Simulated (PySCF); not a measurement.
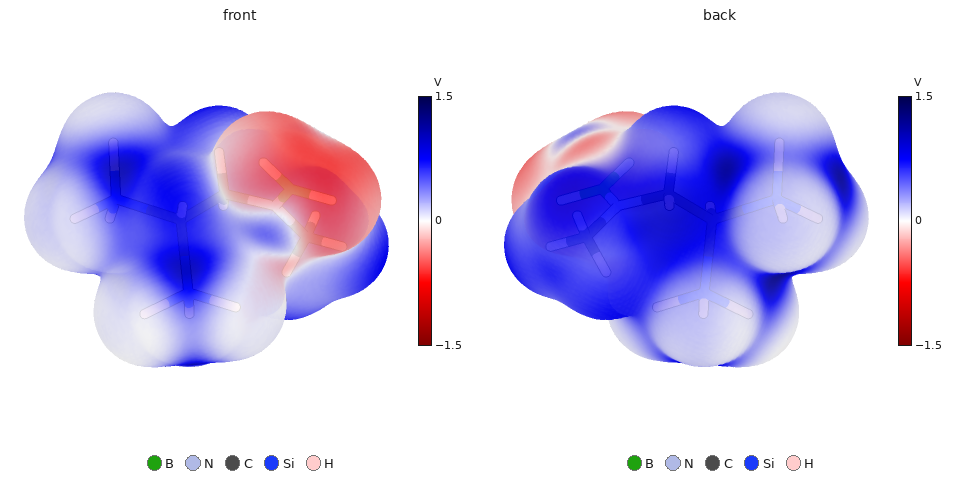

Figure. C₃H₁₄BNSi₂ (SMILES BN(C)CC([SiH3])[SiH3]). The electrostatic potential painted on the density surface at 0.002 e/bohr³, seen from the front and from behind; the colour scale runs from red (negative) to blue (positive).

Geometry: GFN2-xTB.

All numbers below come from PBE0/pcSseg-1, SCF density, gas phase, non-relativistic (PySCF).

The calculation's input:

```
{"job": {"kind": "nmr", "xc": "PBE0", "basis": "pcSseg-1"}, "charge": 0, "multiplicity": 1}
B      1.980337     0.164047     1.551316
N      1.504785    -0.125329     0.289797
C      1.986664    -1.221176    -0.519605
C      0.460024     0.661362    -0.350856
C     -0.902938     0.523264     0.334322
Si    -2.180619     1.666314    -0.493601
Si    -1.478847    -1.287231     0.455997
H      1.562746     1.098588     2.123083
H      2.807344    -0.518512     2.024226
H      1.164738    -1.874369    -0.825947
H      2.705459    -1.806313     0.048303
H      2.479352    -0.843129    -1.422108
H      0.761153     1.715926    -0.341722
H      0.375628     0.353690    -1.397731
H     -0.776572     0.874929     1.363513
H     -3.421045     1.656196     0.281256
H     -1.659194     3.035717    -0.551433
H     -2.444278     1.215425    -1.863317
H     -1.589621    -1.855115    -0.894116
H     -2.794042    -1.318652     1.097788
H     -0.549992    -2.098690     1.245066
```

Run with:

```sh
OMP_NUM_THREADS=1 python probes_run.py task.json out
```

**Where is the surface potential most negative and most positive?**

The most negative region (about −0.6 V) lies over H9, the most positive (about +1.1 V) over Si6 and Si7.
